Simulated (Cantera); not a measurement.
A closed system holds: 1 mol c-C4F8, 0.18 mol Si, 0.35 mol H2, held at 1.50 Pa.

These are equilibrium values from Cantera (NASA tables, ideal gas, pure condensed phases), not measurements of a reactor. Candidate condensed phases: C, C6H6, C7H8, C8H18, Si, SiC; 113 gas species. The feed counts by its element totals alone. The tables' values for SiF3 are old estimates; treat these amounts as uncertain. Gases not in the tables: C2F6 and larger saturated fluorocarbons. Equilibrium is a limit: real reactors are often held back by kinetics, nucleation or transport.

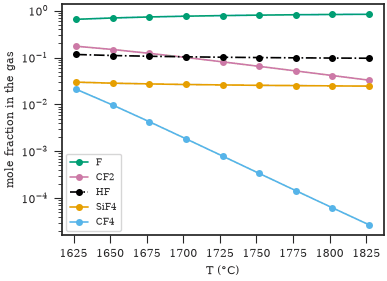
Equilibrium gas composition (values under 1e-9 drawn at 1e-9)

### Question
Read off the mole fractions at 1727 °C.

### Answer
F about 0.79, HF about 0.10, CF2 about 0.081, SiF4 about 0.026, CF4 about 0.00079.
